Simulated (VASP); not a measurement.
Band structure of CdO (rock salt). All values below come from LDA (Ceperley-Alder, Perdew-Zunger), VASP's LDA PAW potentials (set 64) (plane waves; VASP 6.6.1).

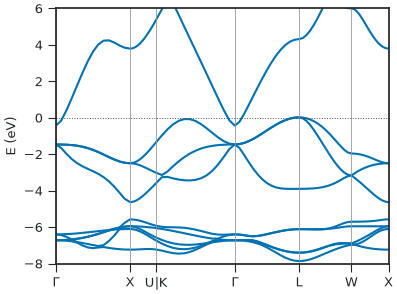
*Bands along high-symmetry lines, zero at the valence-band maximum or, without a gap, the Fermi level*

Task: Read the plot: is there a gap, and where are the band edges?

Result: It has no gap at this level: it comes out as a metal or semimetal. (Edges off the drawn lines would not show.)

The compound is CdO in the rock salt structure. It was relaxed first.
